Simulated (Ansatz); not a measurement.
# C$_{8}$H$_{14}$HfO$_{3}$: what the fields show

```
atom    x (Å)    y (Å)    z (Å)
   C   1.8739   1.9900   1.0299
   C   0.3990   2.2983   0.8451
   C  -0.2893   1.4395  -0.1684
   C  -1.6911   1.2926  -0.3084
   C  -1.9506   0.4359  -1.4025
   C  -0.7123   0.0239  -1.9298
   C   0.3095   0.6383  -1.1656
  Hf  -0.8650  -0.9961   0.3733
   O  -2.5272  -1.9955   0.5243
   O  -0.4135  -0.3882   2.1989
   O   0.4407  -2.3450  -0.0727
   C   1.4858  -2.9786  -0.7198
   H   2.0144   0.9595   1.3640
   H   2.4362   2.1319   0.1034
   H   2.3119   2.6480   1.7830
   H   0.2778   3.3461   0.5450
   H  -0.1171   2.1859   1.8024
   H  -2.4340   1.7655   0.3194
   H  -2.9251   0.1290  -1.7530
   H  -0.5641  -0.6549  -2.7576
   H   1.3711   0.5069  -1.3177
   H  -3.4702  -2.0539   0.4126
   H  -0.3086  -0.8981   3.0002
   H   1.8212  -2.4068  -1.5954
   H   1.1826  -3.9749  -1.0628
   H   2.3439  -3.0993  -0.0479
```

Geometry: PBE0-D4/def2-TZVP; core potentials replace the inner electrons of Hf.

Level of theory: RKS PBE0-D4/def2-TZVPP in Ansatz.

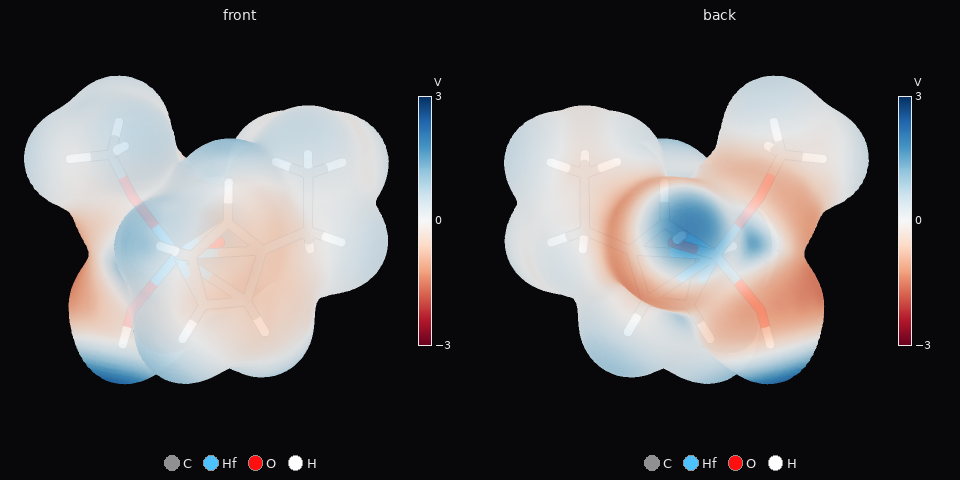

Figure 1. The electrostatic potential painted on the density surface at 0.002 e/bohr³, seen from the front and from behind; the colour scale runs from red (negative) to blue (positive).

Describe the electrostatic potential map.

The most negative region (about −1.4 V) lies over O9, the most positive (about +2.1 V) over H22. O9 is the likeliest acceptor of a hydrogen bond.

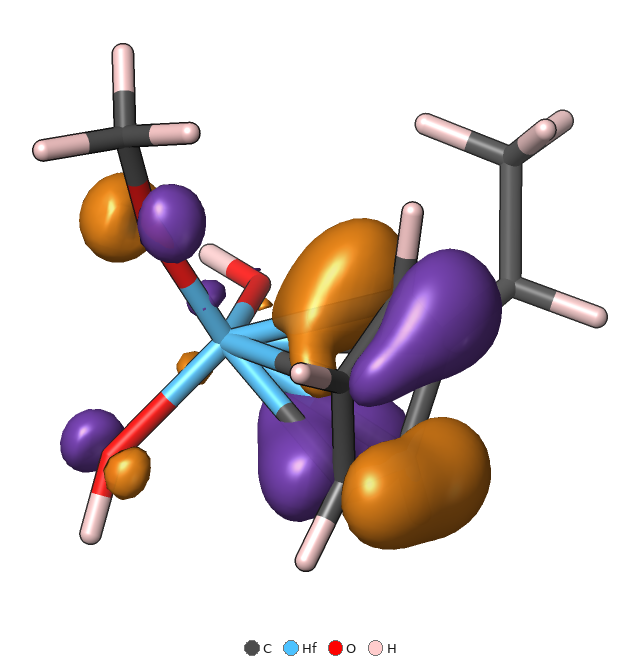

Figure 2. The HOMO−1 at ±0.15 Å⁻³ᐟ² (orange and purple are the two phases), seen at a tilt.

Describe this orbital and give its energy.

It lies mainly on C7 (about 25 %), C4 (about 20 %), C5 (about 15 %), Hf8 (about 10 %), O11 (about 10 %) and C6 (about 5 %). Its energy is −7.02 eV.

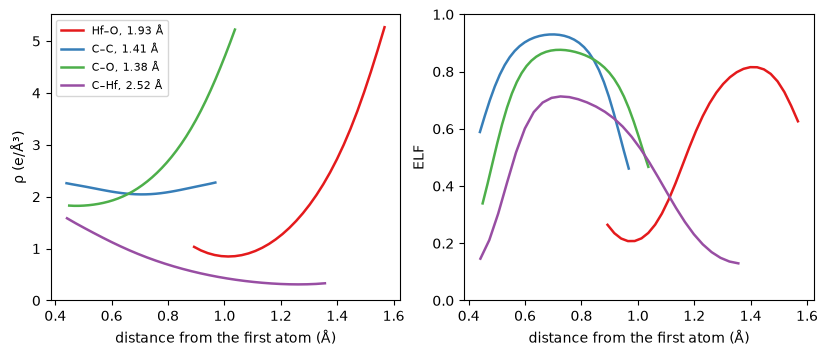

Figure 3. Electron density and ELF along straight lines between neighbouring atoms. The curves leave out the atomic cores.

Compare the contacts.

Hf–O (1.93 Å): ρ is about 0.88 e/Å³ halfway; the ELF peaks at about 0.80 in the valence shell of O, 0.5 Å from its nucleus, and drops to about 0.20 between the two atoms.
C–C (1.41 Å): the density is about 2 e/Å³ at the midpoint; the ELF peaks at about 0.95 between the atoms; a covalent bond.
C–O (1.38 Å): the density is about 2.2 e/Å³ at the midpoint, with its minimum of 1.8 e/Å³ about 0.5 Å from C; the ELF peaks at about 0.90 between the atoms; a polar covalent bond.
C–Hf (2.52 Å): ρ at the midpoint is about 0.31 e/Å³; the ELF peaks at about 0.70 in the valence shell of C, 0.7 Å from its nucleus, and is about 0.15 at the midpoint.
